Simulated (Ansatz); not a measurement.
# A hypothetical structure for V2NiS3

This structure for V2NiS3 is made up. Its elements were placed in a known structure type with a cell scaled to their sizes. What cell does the guess relax to, and how far off was it?

Main program and level: Ansatz 0.2.0; DFT, PBE, plane-wave PAW, files of the set soft_1, scalar-relativistic, ferromagnetic start, cell and ions relaxed at zero pressure; PAW set soft_1.

## (1) Starting point

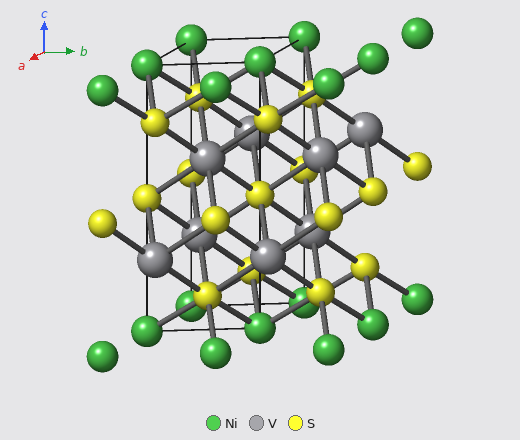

The cell as given, slightly off an axis (nickel green, vanadium grey, sulfur yellow). 2×2×1 cells are drawn. Bonds to atoms that aren't drawn are left out. Some periodic images of atoms are drawn too.

Coordinates:

```cif
data_structure
_symmetry_space_group_name_H-M 'P 1'
_symmetry_Int_Tables_number 1
_cell_length_a 3.9050
_cell_length_b 3.9050
_cell_length_c 9.3950
_cell_angle_alpha 90.000
_cell_angle_beta 90.000
_cell_angle_gamma 120.000
_cell_volume 124.07
loop_
_atom_site_label
_atom_site_type_symbol
_atom_site_fract_x
_atom_site_fract_y
_atom_site_fract_z
_atom_site_occupancy
Ni1 Ni 0.00000 0.00000 0.00000 1
V2 V 0.66667 0.33333 0.32720 1
V3 V 0.33333 0.66667 0.67280 1
S4 S 0.00000 0.00000 0.50000 1
S5 S 0.66667 0.33333 0.84320 1
S6 S 0.33333 0.66667 0.15680 1
```

## (2) Relaxation of the guess

The guess takes its coordinates from another compound and its volume from a rule, so the cell and any free coordinates are relaxed together.

File input.yaml:

```yaml
crystal:
  lattice:
    - [3.905, 0.0, 0.0]
    - [-1.9525, 3.381829202, 0.0]
    - [0.0, 0.0, 9.395]
  atoms:
    - { symbol: Ni, position: [0.0, 0.0, 0.0], spin: 1.0 }
    - { symbol: V, position: [0.666666667, 0.333333333, 0.3272], spin: 2.0 }
    - { symbol: V, position: [0.333333333, 0.666666667, 0.6728], spin: 2.0 }
    - { symbol: S, position: [0.0, 0.0, 0.5] }
    - { symbol: S, position: [0.666666667, 0.333333333, 0.8432] }
    - { symbol: S, position: [0.333333333, 0.666666667, 0.1568] }
magnetization:
  spin_polarized: true
kpoints:
  mp_grid: { grid: [8, 8, 3] }
scf:
  occupations: { method: fermi_dirac, width: 0.05 }
hamiltonian:
  xc: pbe
  pseudopotentials: { kind: paw, azcp: { folder: soft_1 } }
relax:
  f_tol: 0.015
  max_steps: 70
  cell: {}
output:
  forces: true
  stress: true
```

Launch:

```sh
> ansatz run input.yaml --threads 4 --pin off --max-ram 10240MiB --backend cpu --events-out ev --progress --plain --runs-dir out
```

Numbers of over 12 decimals in the logs are rounded to 6 here.

Output:

```text
Engine: ansatz 0.2.0, aarch64-unknown-linux-gnu
Pseudopotentials: kind: paw
Pseudopotential: Ni, paw, valence charge 18, recommended cutoff 420 eV (normal), soft_1/Ni.paw.azcp
Pseudopotential: V, paw, valence charge 13, recommended cutoff 420 eV (normal), soft_1/V.paw.azcp
Pseudopotential: S, paw, valence charge 6, recommended cutoff 420 eV (normal), soft_1/S.paw.azcp
Functional definition: PBE
  parameter kappa = 0.804
  parameter beta = 0.066725
  exchange = pbe_x(kappa = kappa, mu = beta*pi^2/3)
  correlation = pbe_c(beta = beta)
Crystal: 6 atoms, lattice volume = 124.071 Å³
Basis set: ecut = 420 eV, 2455 PW (Γ), exchange–correlation on 54×54×128 points (8 copies of the dense FFT grid, shifted against one another)
Bands: 41, of which v1, the nominal top of the filled ones, is band 31 counted from 1 (30 counted from 0)
Symmetry: 12 space group operations
Space group: P-3m1 (ITA 164), of the structure as read, at distance tolerance 5.0e-5 Å
Magnetic group: BNS 164.85 (UNI 1315), of the structure as read, at distance tolerance 5.0e-5 Å
k-points: 25 of 192
Non-local potential: Ni, projectors of the file, l = 0: 3, l = 1: 2, l = 2: 3, l = 3: 1
Non-local potential: V, projectors of the file, l = 0: 3, l = 1: 2, l = 2: 3, l = 3: 1
Non-local potential: S, projectors of the file, l = 0: 2, l = 1: 2, l = 2: 1
PAW form: soft (Blöchl's): semilocal exchange-correlation on the pseudo side does not see the compensation charge
PAW one-centre angular grid: Ni, 590 points (default); XC on 64 Gauss nodes
PAW one-centre angular grid: V, 590 points (default); XC on 64 Gauss nodes
PAW one-centre angular grid: S, 110 points (default); XC on 64 Gauss nodes
Initial density: superposition of atomic densities (chi_scale 0.1, normalization cell, long waves kept (reshape's long-wave potential 0.66 eV rms))
Starting moments: Σ|m| = 5 μB on 3 of 6 sites
Initial wavefunctions: pseudopotential atomic-orbital guess
Functional: x = pbe(κ = 0.804, μ = 0.219515), c = pbe(β = 0.066725)
SCF iter   1: F=—  HF=-14369.802607 eV  |F-HF|=—  |Δ(HF+E_count)|=         —  Δρ=7.23e-2 (↑7.23e-2 ↓3.35e-2)  dr2=2.47e1  dr2_m=1.49e0  M=6.633 μB ∫|m|=6.716 μB  β_m=0.30  ethr=3.10e-3  ⟨swp⟩=7.0  Hψ=8213  notcnv=0
Mixer restart at iter 1: flushing history
preconditioner: auto → Kerker (q_TF=auto, 2.430 Å⁻¹)  [metal: Δε(μ)=0.016 eV  Ē_g=5.121 eV  σ=0.050 eV  W_gap=0.08  n_scr=36 (ndim 8)  ℏωp=20.6 eV  f_vac=0.000  D(μ)=15.48/eV (n_scr^D=212)]
spin=Collinear: Kerker preconditioning applied to the charge; magnetization (m = ρ↑ − ρ↓) channel mixes plain (no charge-response kernel on spin).
SCF iter   2: F=—  HF=-14370.795487 eV  |F-HF|=—  |Δ(HF+E_count)|=   9.93e-1  Δρ=4.79e-2 (↑4.79e-2 ↓2.33e-2)  dr2=1.05e1  dr2_m=9.42e-1  M=6.978 μB ∫|m|=7.057 μB  β_m=0.52  ethr=3.10e-3  ⟨swp⟩=3.0  Hψ=4556  notcnv=0  defer=2
SCF iter   3: F=—  HF=-14371.510112 eV  |F-HF|=—  |Δ(HF+E_count)|=   7.15e-1  Δρ=1.87e-2 (↑1.76e-2 ↓1.87e-2)  dr2=3.27e0  dr2_m=1.91e-1  M=7.646 μB ∫|m|=7.765 μB  β_m=0.56  ethr=3.10e-3  ⟨swp⟩=3.4  Hψ=4309  notcnv=0  defer=3
SCF iter   4: F=—  HF=-14371.314002 eV  |F-HF|=—  |Δ(HF+E_count)|=   1.96e-1  Δρ=2.13e-2 (↑1.12e-2 ↓2.13e-2)  dr2=9.10e-1  dr2_m=6.65e-2  M=7.393 μB ∫|m|=7.638 μB  β_m=0.47  ethr=3.10e-3  ⟨swp⟩=3.0  Hψ=3743  notcnv=0  defer=70
SCF iter   5: F=—  HF=-14371.282647 eV  |F-HF|=—  |Δ(HF+E_count)|=   3.14e-2  Δρ=5.78e-3 (↑5.78e-3 ↓5.67e-3)  dr2=3.39e-1  dr2_m=1.96e-2  M=7.480 μB ∫|m|=7.723 μB  β_m=0.73  ethr=1.47e-3  ⟨swp⟩=2.0  Hψ=3729  notcnv=0  defer=82
SCF iter   6: F=—  HF=-14371.319052 eV  |F-HF|=—  |Δ(HF+E_count)|=   3.64e-2  Δρ=7.33e-3 (↑3.97e-3 ↓7.33e-3)  dr2=9.15e-2  dr2_m=1.56e-2  M=7.075 μB ∫|m|=7.359 μB  β_m=0.72  ethr=5.46e-4  ⟨swp⟩=3.1  Hψ=3583  notcnv=0  defer=85
SCF iter   7: F=—  HF=-14371.333587 eV  |F-HF|=—  |Δ(HF+E_count)|=         —  Δρ=2.98e-3 (↑1.73e-3 ↓2.98e-3)  dr2=1.49e-2  dr2_m=4.38e-3  M=7.112 μB ∫|m|=7.404 μB  β_m=0.72  ethr=1.48e-4  ⟨swp⟩=2.0  Hψ=3183  notcnv=0  defer=77
SCF iter   8: F=—  HF=-14371.333769 eV  |F-HF|=—  |Δ(HF+E_count)|=   1.82e-4  Δρ=1.21e-3 (↑1.21e-3 ↓4.96e-4)  dr2=4.66e-3  dr2_m=3.25e-4  M=7.136 μB ∫|m|=7.424 μB  β_m=0.86  ethr=2.40e-5  ⟨swp⟩=2.1  Hψ=2615  notcnv=0  defer=72
SCF iter   9: F=—  HF=-14371.334457 eV  |F-HF|=—  |Δ(HF+E_count)|=   6.89e-4  Δρ=1.72e-3 (↑6.79e-4 ↓1.72e-3)  dr2=7.53e-3  dr2_m=3.55e-4  M=7.160 μB ∫|m|=7.444 μB  β_m=0.93  ethr=7.52e-6  ⟨swp⟩=2.0  Hψ=2855  notcnv=0  defer=77
SCF iter  10: F=—  HF=-14371.334505 eV  |F-HF|=—  |Δ(HF+E_count)|=   4.80e-5  Δρ=4.23e-4 (↑2.19e-4 ↓4.23e-4)  dr2=1.64e-4  dr2_m=8.14e-5  M=7.130 μB ∫|m|=7.417 μB  β_m=0.97  ethr=7.52e-6  ⟨swp⟩=2.0  Hψ=2515  notcnv=0  defer=77
SCF iter  11: F=—  HF=-14371.334550 eV  |F-HF|=—  |Δ(HF+E_count)|=   4.43e-5  Δρ=1.07e-4 (↑1.07e-4 ↓7.69e-5)  dr2=1.57e-5  dr2_m=6.48e-6  M=7.129 μB ∫|m|=7.415 μB  β_m=0.98  ethr=2.64e-7  ⟨swp⟩=2.1  Hψ=3219  notcnv=0  defer=77
SCF iter  12: F=—  HF=-14371.334562 eV  |F-HF|=—  |Δ(HF+E_count)|=   1.29e-5  Δρ=6.90e-5 (↑6.90e-5 ↓6.10e-5)  dr2=1.94e-5  dr2_m=2.48e-6  M=7.130 μB ∫|m|=7.416 μB  β_m=0.88  ethr=2.53e-8  ⟨swp⟩=2.0  Hψ=3327  notcnv=0  defer=77
[...]
[... from here on, the SCF cycles and remarks between the steps are left out ...]
relax step   2: F+E_penalty+E_count = -14372.92856092 eV  Δ(F+E_penalty+E_count) = -1.577e0 eV  max|allowed force component| = 3.668e-1 eV/Å  Δτ_max = 0.0681 Å  P = -11.375 GPa  Ω = 107.187 Å³  energy of the carried Pulay correction = +4.567e-3 eV  (12 SCF iters, dr2 threshold 6.00e-7 eV, accepted)
relax step   3: F+E_penalty+E_count = -14373.60177171 eV  Δ(F+E_penalty+E_count) = -6.732e-1 eV  max|allowed force component| = 2.677e-1 eV/Å  Δτ_max = 0.0648 Å  P = -0.979 GPa  Ω = 92.610 Å³  energy of the carried Pulay correction = +9.084e-3 eV  (12 SCF iters, dr2 threshold 6.00e-7 eV, accepted)
relax step   4: F+E_penalty+E_count = -14373.62031088 eV  Δ(F+E_penalty+E_count) = -1.854e-2 eV  max|allowed force component| = 1.818e-1 eV/Å  Δτ_max = 0.0560 Å  P = +0.188 GPa  Ω = 91.076 Å³  energy of the carried Pulay correction = +9.596e-3 eV  (13 SCF iters, dr2 threshold 6.00e-7 eV, accepted)
relax step   5: F+E_penalty+E_count = -14373.62788250 eV  Δ(F+E_penalty+E_count) = -7.572e-3 eV  max|allowed force component| = 2.715e-2 eV/Å  Δτ_max = 0.0306 Å  P = +0.015 GPa  Ω = 90.992 Å³  energy of the carried Pulay correction = +9.624e-3 eV  (10 SCF iters, dr2 threshold 6.00e-7 eV, accepted)
relax step   6: F+E_penalty+E_count = -14373.63038166 eV  Δ(F+E_penalty+E_count) = -2.499e-3 eV  max|allowed force component| = 1.874e-2 eV/Å  Δτ_max = 0.0143 Å  P = -0.203 GPa  Ω = 90.858 Å³  energy of the carried Pulay correction = +9.669e-3 eV  (11 SCF iters, dr2 threshold 4.06e-7 eV, accepted)
relax step   7: F+E_penalty+E_count = -14373.63101515 eV  Δ(F+E_penalty+E_count) = -6.335e-4 eV  max|allowed force component| = 5.621e-3 eV/Å  Δτ_max = 0.0060 Å  P = -0.039 GPa  Ω = 90.511 Å³  energy of the carried Pulay correction = +9.786e-3 eV  (9 SCF iters, dr2 threshold 1.56e-7 eV, accepted)
relax step   8: F+E_penalty+E_count = -14373.63112465 eV  Δ(F+E_penalty+E_count) = -1.095e-4 eV  max|allowed force component| = 2.932e-3 eV/Å  Δτ_max = 0.0033 Å  P = -0.010 GPa  Ω = 90.358 Å³  energy of the carried Pulay correction = +9.837e-3 eV  (10 SCF iters, dr2 threshold 6.31e-9 eV, accepted)
relax step   9: F+E_penalty+E_count = -14373.62126114 eV  Δ(F+E_penalty+E_count) = +9.864e-3 eV  max|allowed force component| = 2.127e-3 eV/Å  Δτ_max = 0.0000 Å  P = -0.013 GPa  Ω = 90.358 Å³  stress off target by 1.75e-2 GPa  SCF on the basis re-selected at this cell (its energy is not comparable with the rows above)  (17 SCF iters)
basis re-selected at this cell: Δ(F+E_penalty+E_count) = +9.864e-3 eV, ΔP = -0.003 GPa vs the last step (what re-selecting the basis moved, of the pressure what is left beyond the Pulay correction that the steps carried, after the strain that the cell walked since its last selection, with what the two solves' SCF thresholds leave and, on support functions, any second-order correction that the steps lacked; it is no measure of the basis error at this ecutwfc). The dense FFT grid was sized anew with the basis: this SCF ran on 24×24×60 points, the steps before it on 27×27×64, so part of this shift can come from that change (see relax.cell in the input reference). [rest of the remark cut]
an SCF from ferrimagnetic starting moments (1.00, -2.15, 2.15, 0.00, 0.00, 0.00 Bohr magnetons, atom by atom) was not made, so that it is not known whether that order lies lower: the deck asks for what bars it, or types moments that do (magnetization.spin_polarized, in the input reference, names some of the keys), or the run goes by scf.lower_state_search: light, the default, which as a rule tries one only behind a c [...]
SCF converged after 17 iterations
Magnetization: 3.8341 μB (32.9170 up, 29.0830 down)
Absolute magnetization: 5.6243 μB (∫|ρ↑−ρ↓|, with the PAW one-centre terms)
Spin contamination: 0.8410 ħ² per cell (⟨S²⟩ above its minimum at these occupations)
Per-site moments (μB) at R_I (Å): [(-0.710145, 1.008114), (1.928974, 1.001391), (1.928974, 1.001391), (0.000570604, 1.049124), (-0.076779, 1.001391), (-0.076779, 1.001391)]
Free energy (F): -14373.621261 eV
Harris-Foulkes:  -14373.621261 eV  (|F-HF|=1.82e-12)
Internal energy: -14373.563860 eV  (E = F + TS)
E sigma→0 (E₀):  -14373.592561 eV
Entropy (-TS):   -0.057401 eV (-9.567 meV/atom)
Fermi energy:    12.534518 eV
--- Per-component energies (eV) ---
  E_band       = -705.482578
  E_kinetic    = 1252.970933
  E_local      = -6906.530652  (includes V_loc(G=0)·N_el)
  E_nonlocal   = 160.319987
  E_hartree    = 3271.108995
  E_xc         = -608.580131
  E_vxc        = -683.408849  (∫ρ·V_xc dr)
  E_paw        = -5744.840909  (= ΣΔE_a)
  E_vpaw       = -1071.054861  (= ΣTr[D̂ρ^β])
  E_aug_tail   = 0.002779  (compensation charges beyond the density's cutoff)
  E_ewald      = -5798.014862
  E_smearing   = -0.057401  (= −TS)
  E_closure    = -0.000000  (closes the sum)
  Σ components = -14373.621261   (vs F -14373.621261, Δ=0.00e0)
--- Forces (eV/Å), atoms counted from 1 ---
  atom   1  Ni     0.00000000     0.00000000     0.00000000
  atom   2  V      0.00000000     0.00000000     0.00212655
  atom   3  V      0.00000000    -0.00000000    -0.00212655
  atom   4  S      0.00000000     0.00000000     0.00000000
  atom   5  S      0.00000000    -0.00000000    -0.00045552
  atom   6  S      0.00000000     0.00000000     0.00045552
  max |Σ_I F_I| component: 1.85e-17 eV/Å
--- Stress (GPa, compression-positive) ---
       -0.011133       0.000000      -0.000000
        0.000000      -0.011133      -0.000000
       -0.000000      -0.000000      -0.017521
  P = ⅓ Tr σ = -0.0133 GPa (-0.133 kbar)
--- Relaxed structure (8 steps of the walk, 8 accepted, 1 SCFs on fresh bases) ---
  F+E_penalty+E_count = -14373.62126114 eV   max|allowed force component| = 2.127e-3 eV/Å   (the final SCF, on the basis selected at the relaxed cell)
  cell:  # Å, volume = 90.3584 Å³
    - [3.438476, 0, -9.018894749120313e-17]
    - [-1.719238, 2.977808, 4.509447374560157e-17]
    - [-2.169846764794037e-16, 0, 8.824824]
  atoms:
    - { symbol: Ni, position: [0, 0, 0] }
    - { symbol: V, position: [0.666667, 0.333333, 0.319848] }
    - { symbol: V, position: [0.333333, 0.666667, 0.680152] }
    - { symbol: S, position: [0, 0, 0.5] }
    - { symbol: S, position: [0.666667, 0.333333, 0.838482] }
    - { symbol: S, position: [0.333333, 0.666667, 0.161518] }
```

Elapsed: 57 s, on 4 threads of Arm Neoverse V1, shared host; peak memory 0.67 GiB; 3.4 min of CPU time.

Step by step:

```csv
step,energy less that of the first step (eV),largest force component (eV/Å),pressure (GPa),volume (Å³)
1,0.0000,0.6528,-15.86,124.07
2,-1.5774,0.3668,-11.37,107.19
3,-2.2506,0.2677,-0.98,92.61
4,-2.2692,0.1818,0.19,91.08
5,-2.2768,0.0271,0.02,90.99
6,-2.2793,0.0187,-0.20,90.86
7,-2.2799,0.0056,-0.04,90.51
8,-2.2800,0.0029,-0.01,90.36
9*,-2.2701,0.0021,-0.01,90.36
```

Relaxation steps marked * repeat the geometry before them on a plane-wave basis chosen anew for their cell, so energy and pressure can jump there.

The run keeps the 12 symmetry operations that it works with, so distortions that break them were not tested.

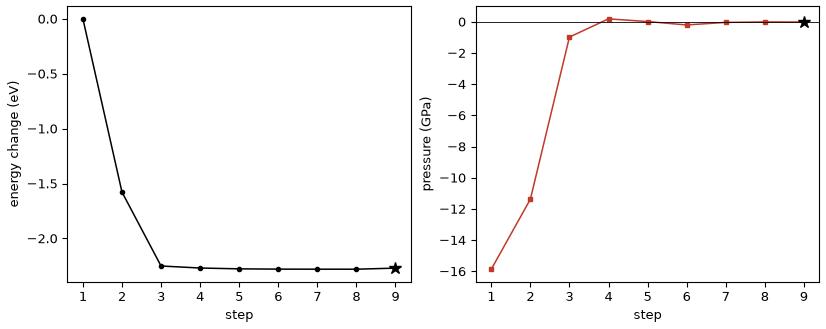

Energy and pressure along the relaxation. Stars mark steps on a basis chosen anew.

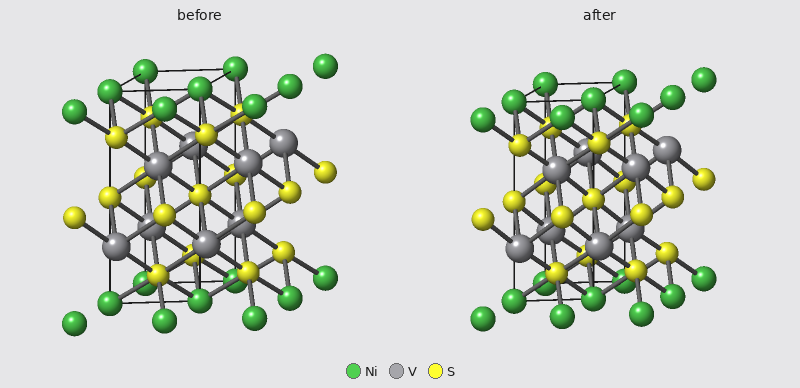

The structure before and after the relaxation, drawn at the same scale. Bonds to atoms that aren't drawn are left out.

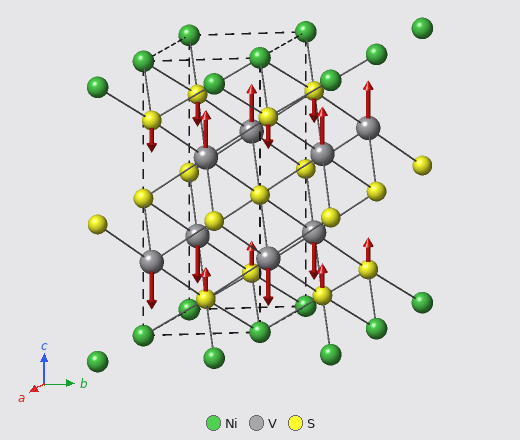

Displacements in the relaxation, exaggerated, measured against the changing cell; the longest in the cell stands for 0.06 Å. Bonds to atoms that aren't drawn are left out. 2×2×1 cells are drawn. Some periodic images of atoms are drawn too.

| conventional cell, symmetrised | before | after | change |
| --- | --- | --- | --- |
| a (Å) | 3.905 | 3.438 | -11.9 % |
| b (Å) | 3.905 | 3.438 | -11.9 % |
| c (Å) | 9.395 | 8.825 | -6.1 % |
| volume (Å³/atom) | 20.68 | 15.06 | -27.2 % |

The atoms that moved most (Å, as changes of fractional coordinates times the final cell):

| atom | dx | dy | dz | length |
| --- | --- | --- | --- | --- |
| V2 | 0.000 | 0.000 | -0.065 | 0.065 |
| V3 | 0.000 | 0.000 | 0.065 | 0.065 |
| S5 | 0.000 | 0.000 | -0.042 | 0.042 |
| S6 | 0.000 | 0.000 | 0.042 | 0.042 |

Final coordinates:

```xyz
6
Lattice="3.4385 0.0000 0.0000 -1.7192 2.9778 0.0000 0.0000 0.0000 8.8248" Properties=species:S:1:pos:R:3 pbc="T T T"
Ni    0.0000    0.0000    0.0000
V     1.7192    0.9926    2.8226
V     0.0000    1.9852    6.0022
S     0.0000    0.0000    4.4124
S     1.7192    0.9926    7.3995
S     0.0000    1.9852    1.4254
```

Numbers from this step:

```
free energy             : -14373.6213 eV
energy at zero smearing : -14373.5926 eV
smearing term TS        : 0.05740 eV
Fermi energy            : 12.53 eV
magnetization           : 3.834 μB
absolute magnetization  : 5.624 μB
site moments            : -0.7101, 1.929, 1.929, 5.71e-4, -0.07678, -0.07678 μB
electrons               : 62
symmetry operations     : 12
pressure                : -0.01326 GPa
```

Site moment by atom:

```csv
atom,site moment (μB)
Ni1,-0.71
V2,1.93
V3,1.93
S4,0.00
S5,-0.08
S6,-0.08
```

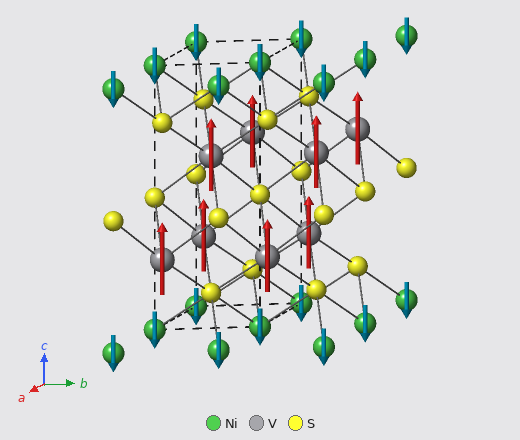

Site moment as arrows, the longest 1.93 μB. Up and down stand for the sign. Arrows give size and sign along the axis of quantisation, drawn up and down the page. Each arrow also spans its atom, so small moments look longer than they are. The two directions have two colours. Bonds to atoms that aren't drawn are left out. 2×2×1 cells are drawn. Some periodic images of atoms are drawn too.

Shortest distances by pair of elements, guess and relaxed (not always the same contact):

| pair | guess (Å) | relaxed (Å) |
| --- | --- | --- |
| S–V | 2.765 | 2.428 |
| Ni–S | 2.693 | 2.444 |
| Ni–Ni | 3.905 | 3.438 |
| V–V | 3.905 | 3.438 |
| S–S | 3.710 | 3.438 |

The relaxation ends with a largest force component of 0.0021 eV/Å and a pressure of -0.01 GPa.

## (3) Summary of results

```yaml
space_group_relaxed: P-3m1
conventional_cell: a = 3.438, b = 3.438, c = 8.825 Å; α = 90.0°, β = 90.0°, γ = 120.0°
volume_per_atom: 15.06 Å³ (guess 20.68)
total_moment: 3.83 μB in the cell of 6 atoms
```

What this shows: V2NiS3 relaxes to P-3m1 with a = 3.438, b = 3.438 and c = 8.825 Å. The guessed volume was 37 % too large. The space group P-3m1 was held in the relaxation, so the end point is a stationary structure within it and may be a saddle against distortions or other arrangements. The input starts from parallel moments, and no other start was typed; the run left that order, and the end state is ferrimagnetic. Mesh and cutoff weren't tested. A vector of the cell changed its length by 12 %, more than the volume shows. No dispersion term is used, so weakly bound directions may come out too long. Nothing here tests whether the compound is stable against decomposition.

[Logs are printed without paths, hosts, clocks, repeated set-up lines and the standing remarks that a program may print on its own settings, such as how far it seeks lower states.]

[Hosts, paths, dates, database ids (printed as entryN), source tags and the programs' standing remarks are cut or masked in the printed files.]
